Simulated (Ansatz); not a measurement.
The reference is CdF2 in the fluorite structure (space group Fm-3m, No. 225; a = 5.384 Å). Axes: x, y, z lie along the cube axes.

It is then changed as follows: biaxial strain −2.50 %, plane normal [001], relaxed out of plane (Cartesian); in-plane vectors clamped, the third vector and the atoms free.

All numbers come from plane-wave PAW DFT at the PBEsol level (Ansatz, an electronic-structure program, 420 eV), scalar-relativistic without spin-orbit coupling.

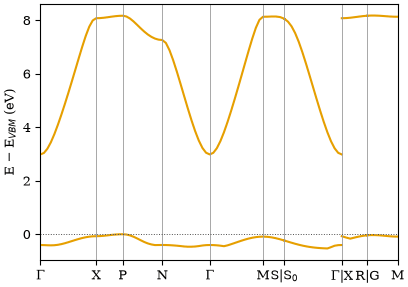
Figure: Highest valence and lowest conduction band along the path of the changed cell's own zone

The gap is 2.98 eV, indirect, P → Γ; the base has 2.94 eV.

Whether these cells are dynamically stable was not tested. Labels are those of the standard path for the cell's own space group.
